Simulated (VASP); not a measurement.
Band structure of Ti3Al (relaxed from the D019 structure, space group P6_3/mmc). Calculation: PBEsol GGA, VASP's PBE PAW potentials (set 64) (plane waves; VASP).

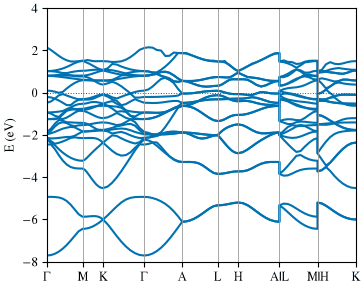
Fig. 1. Bands along high-symmetry lines, zero at the valence-band maximum or, without a gap, the Fermi level

### Question
Read the plot: is there a gap, and where are the band edges?

### Answer
It has no gap at this level: it comes out as a metal or semimetal. (Edges off the drawn lines would not show.)

The structure was generated: Ti3Al was put into the D019 type (P6_3/mmc), which need not be its known phase. It was relaxed first, which changed the volume by -12 %.
